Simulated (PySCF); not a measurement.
# CoCl₃: quintet, from a T-shaped start

Aim: relax CoCl₃ as a quintet from a T-shaped start, check by its vibrations whether the end is a minimum, and collect its spectrum and constants.

Program: PySCF 2.14.0. Level of theory: PBE0, basis Co def2-TZVP, Cl def2-TZVP, no relativity, density fitting. These are calculated values, not measurements.

### 1 Starting geometry

4 atoms, charge 0, spin multiplicity 5.

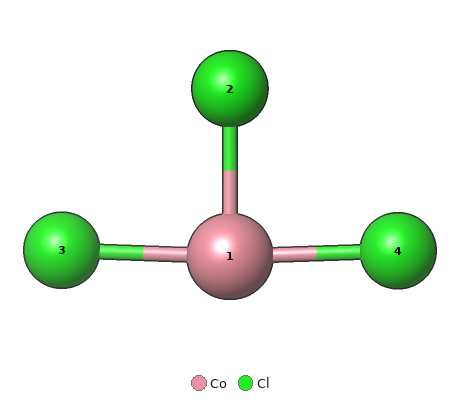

As it starts; cobalt pink, chlorine green; atoms are numbered from 1 in the order of the file.

```xyz
4
charge 0 multiplicity 5
Co    0.0000    0.0000    0.0000
Cl    0.0000    0.0000    2.1000
Cl    2.0987    0.0000    0.0733
Cl   -2.0987    0.0000    0.0733
```

### 2 Finding the electronic state

The steps below are one call of a driver around PySCF. For each, scf.py gives the equivalent set-up of the SCF; relaxations use the driver's own optimiser. After this first run the driver tries any further starts and a stability analysis.

scf.py reads:

```python
from pyscf import gto, scf, dft
mol = gto.M(atom='''
Co     0.000000     0.000000     0.000000
Cl     0.000000     0.000000     2.100000
Cl     2.098700     0.000000     0.073300
Cl    -2.098700     0.000000     0.073300''',
    basis={'Co': 'def2-TZVP', 'Cl': 'def2-TZVP'},
    charge=0, spin=4)
mf = dft.UKS(mol, xc='PBE0')
mf.grids.atom_grid = (50, 194)
aux = {'Co': 'def2-universal-JKFIT', 'Cl': 'def2-universal-JKFIT'}
mf = mf.density_fit(auxbasis=aux)
mf.conv_tol = 1e-08
mf.diis_space = 10
mf.max_cycle = 60
mf.init_guess = 'minao'
mf.verbose = 4
mf.kernel()
```

Command:

```
OMP_NUM_THREADS=4 python axn.py task.json out
```

The program printed:

```text
init E= -2761.91513127998
[... the frontier-level lines of each cycle are left out ...]
cycle= 1 E= -2745.22080498039  delta_E= 16.7  |g|= 5.79  |ddm|= 12.9
cycle= 2 E= -2657.54933580402  delta_E= 87.7  |g|=   17  |ddm|= 17.2
cycle= 3 E= -2724.51079535003  delta_E=  -67  |g|=   12  |ddm|= 7.41
cycle= 4 E= -2738.71741849106  delta_E= -14.2  |g|= 9.65  |ddm|= 2.65
cycle= 5 E= -2750.16320951266  delta_E= -11.4  |g|= 6.96  |ddm|= 3.45
cycle= 6 E= -2750.94295157669  delta_E= -0.78  |g|= 5.92  |ddm|= 2.99
cycle= 7 E= -2756.26592117179  delta_E= -5.32  |g|=  4.7  |ddm|= 2.98
cycle= 8 E= -2761.55808315095  delta_E= -5.29  |g|= 1.54  |ddm|= 2.43
cycle= 9 E= -2762.48007727496  delta_E= -0.922  |g|=    1  |ddm|=  1.5
cycle= 10 E= -2762.62000170501  delta_E= -0.14  |g|= 0.783  |ddm|= 0.408
cycle= 11 E= -2762.70151803207  delta_E= -0.0815  |g|= 0.576  |ddm|= 0.127
cycle= 12 E= -2762.78213356512  delta_E= -0.0806  |g|= 0.144  |ddm|= 0.205
cycle= 13 E= -2762.78887183429  delta_E= -0.00674  |g|= 0.0855  |ddm|= 0.12
cycle= 14 E= -2762.79155959853  delta_E= -0.00269  |g|= 0.0118  |ddm|= 0.0493
cycle= 15 E= -2762.79158500362  delta_E= -2.54e-05  |g|= 0.0146  |ddm|= 0.0142
cycle= 16 E= -2762.79165264089  delta_E= -6.76e-05  |g|= 0.00377  |ddm|= 0.00715
cycle= 17 E= -2762.79166644791  delta_E= -1.38e-05  |g|= 0.002  |ddm|= 0.00649
cycle= 18 E= -2762.79167007845  delta_E= -3.63e-06  |g|= 0.0014  |ddm|= 0.00319
cycle= 19 E= -2762.79167172971  delta_E= -1.65e-06  |g|= 0.000201  |ddm|= 0.00278
cycle= 20 E= -2762.79167184972  delta_E= -1.2e-07  |g|= 7.83e-05  |ddm|= 0.000906
cycle= 21 E= -2762.79167186091  delta_E= -1.12e-08  |g|= 2.94e-05  |ddm|= 0.00019
cycle= 22 E= -2762.79167186418  delta_E= -3.27e-09  |g|= 1.41e-05  |ddm|= 0.000124
Extra cycle  E= -2762.79167186427  delta_E= -8.46e-11  |g|= 3.85e-05  |ddm|= 3.92e-05
converged SCF energy = -2762.79167186427  <S^2> = 6.0189655  2S+1 = 5.0075805
```

This step, with its further starts and checks, ran for 43 s (4 threads of Arm Neoverse V1, shared host).

Energies from each starting density:

```
                      start   energy (Eh)
    the minimal-basis guess  -2762.791672
a thermally smeared density  -2762.785716
      a smeared PBE density  -2762.791672
```

No lower solution of this spin turned up from the other starts or in the test of internal stability.

### 3 Relaxation: T-shaped start, quintet

The program finds C2v symmetry in the start, which this walk keeps.

Edit scf.py of step 2 so:

```diff
@@ -3,4 +3,4 @@
-Co     0.000000     0.000000     0.000000
-Cl     0.000000     0.000000     2.100000
-Cl     2.098700     0.000000     0.073300
-Cl    -2.098700     0.000000     0.073300''',
+Co     0.000000     0.000000    -0.479499
+Cl     0.000000     0.000000     1.620501
+Cl     2.098700     0.000000    -0.406199
+Cl    -2.098700     0.000000    -0.406199''',
@@ -16 +15,0 @@
-mf.init_guess = 'minao'
```

Steps of the walk:

```
step   energy (Eh)  change (kJ/mol)  largest symmetric gradient (Eh/bohr)
   0  -2762.791672             0.00                               0.03961
   1  -2762.807307           -41.05                               0.02474
   2  -2762.825932           -89.95                               0.02533
   3  -2762.833724          -110.41                               0.02112
   4  -2762.838112          -121.93                               0.01798
   5  -2762.842373          -133.12                               0.00405
   6  -2762.842897          -134.49                               0.00159
   7  -2762.842932          -134.58                               0.00118
   8  -2762.842936          -134.60                               0.00048
   9  -2762.842937          -134.60                               0.00004
```

The walk took 51 s.

Positions (Å) and forces (eV/Å) along the way:

```
step 0
Co   0.000   0.000  -0.479   0.000   0.000   0.527
Cl   0.000   0.000   1.621   0.000   0.000   2.037
Cl   2.099   0.000  -0.406   0.370   0.000  -1.282
Cl  -2.099   0.000  -0.406  -0.370   0.000  -1.282
step 1
Co   0.000   0.000  -0.411   0.000   0.000   1.272
Cl   0.000   0.000   1.733   0.000   0.000   0.735
Cl   2.103   0.000  -0.497   0.015   0.000  -1.004
Cl  -2.103   0.000  -0.497  -0.015   0.000  -1.004
step 5
Co   0.000   0.000   0.029   0.000   0.000   0.096
Cl   0.000   0.000   2.126   0.000   0.000  -0.058
Cl   1.878   0.000  -0.913  -0.208   0.000  -0.019
Cl  -1.878   0.000  -0.913   0.208   0.000  -0.019
step 9
Co   0.000   0.000   0.080   0.000   0.000  -0.001
Cl   0.000   0.000   2.171   0.000   0.000   0.002
Cl   1.812   0.000  -0.961   0.002   0.000  -0.001
Cl  -1.812   0.000  -0.961  -0.002   0.000  -0.001
```

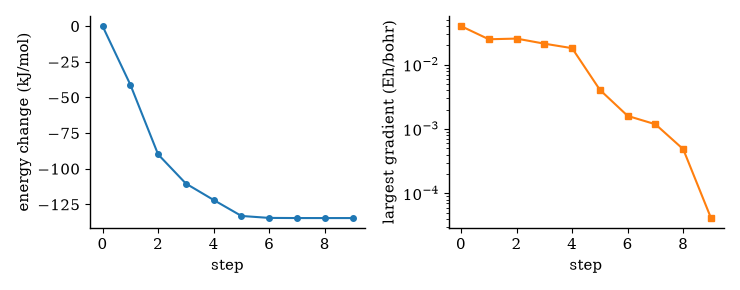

How energy and gradient fall.

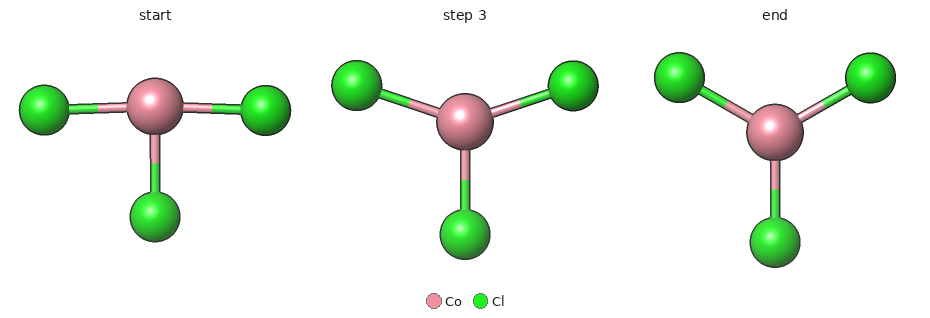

Start and end of the relaxation, with a step between.

After 9 steps and 134.6 kJ/mol it ends at D3h: Co–Cl 2.090 Å (×3); Cl–Co–Cl 119.9° (×2), Cl–Co–Cl 120.2°.

### 4 Frequencies

The point is checked on the finer grid, and tightened if its gradient asks for it. The Hessian and the dipole derivatives come from central differences of analytic gradients, with steps of 0.02 bohr.

Edit scf.py of step 3 so:

```diff
@@ -3,4 +3,4 @@
-Co     0.000000     0.000000    -0.479499
-Cl     0.000000     0.000000     1.620501
-Cl     2.098700     0.000000    -0.406199
-Cl    -2.098700     0.000000    -0.406199''',
+Co     0.000000     0.000000     0.000000
+Cl    -0.000000     0.000000     2.090475
+Cl     1.810404     0.000000    -1.045237
+Cl    -1.810404     0.000000    -1.045237''',
@@ -10 +10 @@
-mf.grids.atom_grid = (50, 194)
+mf.grids.atom_grid = (75, 302)
@@ -13 +13 @@
-mf.conv_tol = 1e-08
+mf.conv_tol = 1e-10
```

The driver hands on the density of the step before, so the log starts near convergence.

SCF at the final geometry:

```text
init E= -2762.84290788848
[... the frontier-level lines of each cycle are left out ...]
cycle= 1 E= -2762.84290788826  delta_E= 2.22e-10  |g|= 3.03e-05  |ddm|= 1.33e-05
cycle= 2 E= -2762.84290788331  delta_E= 4.95e-09  |g|= 0.000142  |ddm|= 6.17e-05
cycle= 3 E= -2762.84290788849  delta_E= -5.18e-09  |g|= 1.71e-06  |ddm|= 5.17e-05
cycle= 4 E= -2762.8429078885  delta_E= -8.19e-12  |g|= 3.3e-07  |ddm|= 1.23e-06
Extra cycle  E= -2762.8429078885  delta_E= 1.82e-12  |g|= 9.72e-07  |ddm|= 7.73e-07
converged SCF energy = -2762.8429078885  <S^2> = 6.0168777  2S+1 = 5.0067465
```

The whole step took 83 s.

Geometry: D3h; Co–Cl 2.090 Å (×3); Cl–Co–Cl 120.0° (×3).

Harmonic modes (main isotopes):

```json
{"symmetry": "e'", "ω (cm⁻¹)": "108", "IR (km/mol)": "1.1", "type": "bend"}
{"symmetry": "a2''", "ω (cm⁻¹)": "109", "IR (km/mol)": "9.2", "type": "bend"}
{"symmetry": "a1'", "ω (cm⁻¹)": "367", "IR (km/mol)": "0.0", "type": "stretch"}
{"symmetry": "e'", "ω (cm⁻¹)": "466", "IR (km/mol)": "200", "type": "stretch"}
```

No imaginary mode, so this is a minimum.

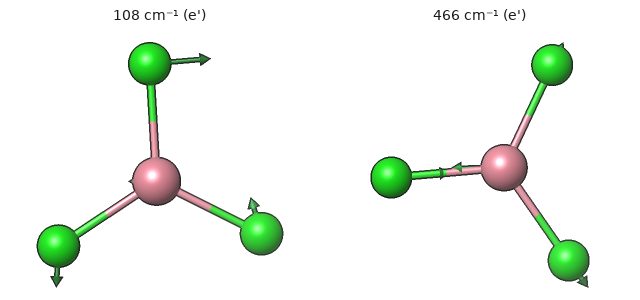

How the atoms move in 2 of the modes.

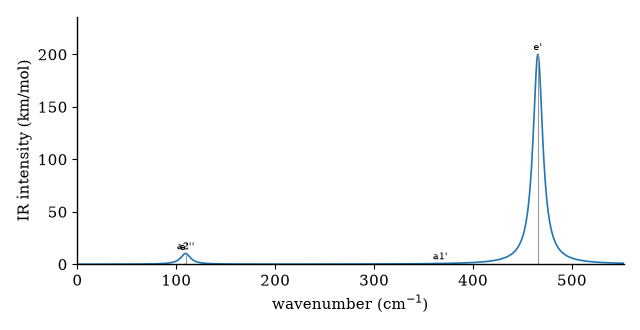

The harmonic infrared spectrum (widths in cm⁻¹). Lines are broadened to a width of 12 cm⁻¹ (Lorentzian).

Constants and moments:

* Dipole moment: 0.00 D
* Highest occupied level: -9.16 eV
* Lowest empty level: -5.17 eV
* Rotational constants: 0.07354, 0.07354, 0.03677 cm⁻¹
* Zero-point energy: 9.7 kJ/mol
* Principal polarisabilities: 38.1, 90.6, 90.6 bohr³
* Atomisation energy without zero-point energy: 955 kJ/mol
* Principal traceless quadrupole moments about the centre of mass: -1.72, -1.72, 3.44 D Å
* Entropy at 298.15 K and 1 bar (electronic part: spin only): 342.4 J/(mol K)
* Heat capacity Cp at 298.15 K: 75.2 J/(mol K)
* Enthalpy at 298.15 K above 0 K: 17.79 kJ/mol
* Rotational symmetry number: 6
* Spin squared ⟨S²⟩: 6.017

Populations by atom (charges in e):

| atom | Mulliken | Löwdin | polar tensor | spin (Mulliken) | Mayer order to Co1 |
| --- | --- | --- | --- | --- | --- |
| Co1 | 0.79 | -0.43 | 1.38 | 2.86 | – |
| Cl2,3,4 | -0.26 | 0.14 | -0.46 | 0.38 | 1.15 |

Outer orbital energies (eV). α occupied: -11.00, -11.00, -10.51, -9.85, -9.85, -9.82, -9.40, -9.40; empty: -0.13, 0.92, 2.78, 3.82. β occupied: -11.61, -10.54, -10.31, -10.31, -10.10, -10.10, -9.97, -9.16; empty: -5.17, -5.17, -5.05, -5.05.

Mulliken populations on Co1: s 6.49, p 12.52, d 7.20, f 0.00.

### 5 Outcome

| quantity | value |
| --- | --- |
| minimum | quintet, D3h |
| geometry | Co–Cl 2.090 Å (×3); Cl–Co–Cl 120.0° (×3) |
| wavenumbers (cm⁻¹) | 108 (e'), 109 (a2''), 367 (a1'), 466 (e') |
| dipole moment | 0.00 D |
| highest occupied, lowest empty level (either spin) | -9.16, -5.17 eV |
| polar-tensor charge of Co1 | +1.38 e |
| zero-point energy | 9.7 kJ/mol |
| entropy at 298.15 K | 342.4 J/(mol K) |
| atomisation energy (no zero-point energy) | 955 kJ/mol |
| ⟨S²⟩ | 6.017 |

**Reading.** The T-shaped start (C2v) ends in a minimum of D3h symmetry. The strongest infrared band lies at 466 cm⁻¹ (e', stretch). Co1 has a polar-tensor charge of +1.4 e (a dipole derivative, not a static charge), yet symmetry cancels the bond dipoles. Most of the spin sits on Co1 (Mulliken spin 2.86, against 4 for the whole molecule). Other starts or spin states, not run here, may lie lower. One determinant may miss the lowest occupation of an open d or f shell.

The search up to here took 3 min.
